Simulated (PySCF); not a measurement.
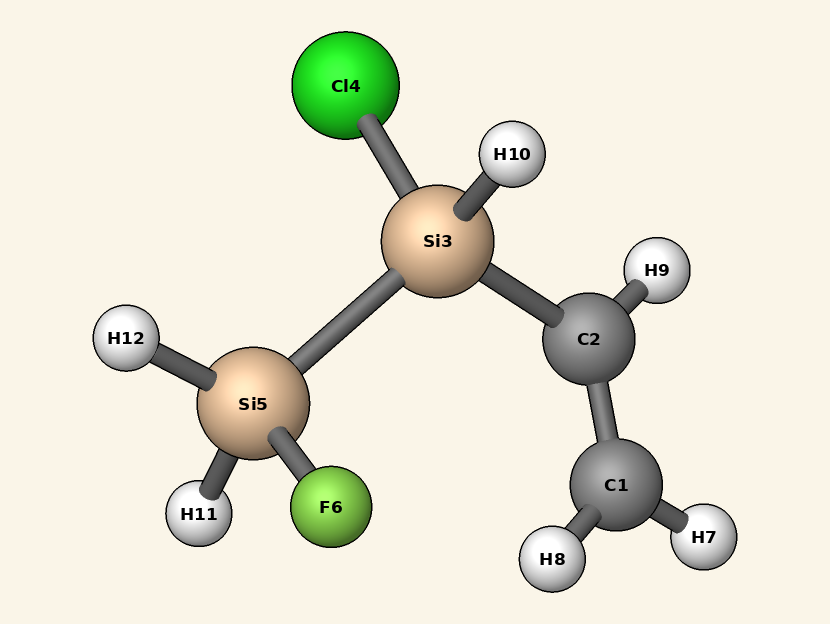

Computed geometry: GFN2-xTB optimisation. No frequency run is at hand to confirm it as a minimum. Properties computed with GIAO PBE0/pcSseg-1 NMR shielding, non-relativistic, gas phase (PySCF 2.14.0). Principal shieldings σ11 ≤ σ22 ≤ σ33, span Ω = σ33 − σ11, skew κ = 3(σiso − σ22)/Ω.

Give the shielding tensors of the Cl atoms.

| atom | σ11 | σ22 | σ33 | σiso | Ω | κ |
| --- | --- | --- | --- | --- | --- | --- |
| Cl4 | 948.0 | 1009.2 | 1094.6 | 1017.3 | 146.6 | 0.16 |

Shieldings and span in ppm.

The geometry is semi-empirical. Around Si such bond lengths and angles can be off by a tenth of an ångström or more and by several degrees, and values that hang on the shape move with them.
